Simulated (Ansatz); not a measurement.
```tsv
atom	x (Å)	y (Å)	z (Å)
C	-1.1953	1.3423	0.9904
Si	0.5577	0.6379	0.9461
C	0.5711	-1.0640	0.0729
C	1.9524	-1.6266	-0.0480
N	2.3734	-2.5646	0.7185
H	-1.5940	1.4816	-0.0351
H	-1.2114	2.3267	1.5005
H	-1.8800	0.6625	1.5371
H	1.4735	1.5746	0.1974
H	1.1000	0.4714	2.3402
H	-0.0610	-1.7605	0.6625
H	0.1149	-0.9185	-0.9306
H	2.5885	-1.1414	-0.8318
H	3.3595	-2.7830	0.4932
```

These are results of RKS PBE-D4/def2-SVP in Ansatz, not measurements.

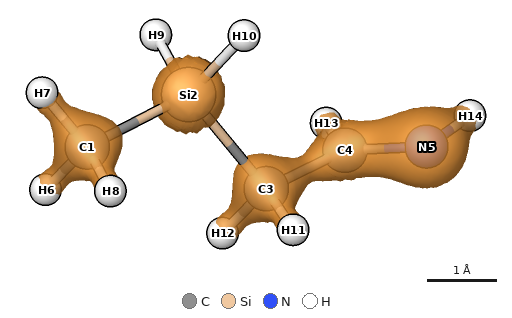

C3H9NSi. Isosurface of the electron density at 1.5 e/Å³ (orange), seen at a tilt.

Question: What does this surface tell about the bonding?

Answer: At this value the surface falls into five separate pieces. It bridges the shortest C–N (1.28 Å), C–C (1.50 Å) and N–H (1.03 Å) contacts, where the density stays above the isovalue. It is pinched off along the shortest C–Si (1.89 Å) contacts. On the grid the lowest density along these lines, outside the cores, is 2.5 e/Å³ (C–N, 1.28 Å), 1.7 e/Å³ (C–C, 1.50 Å), 0.76 e/Å³ (C–Si, 1.89 Å) and 2.1 e/Å³ (N–H, 1.03 Å).
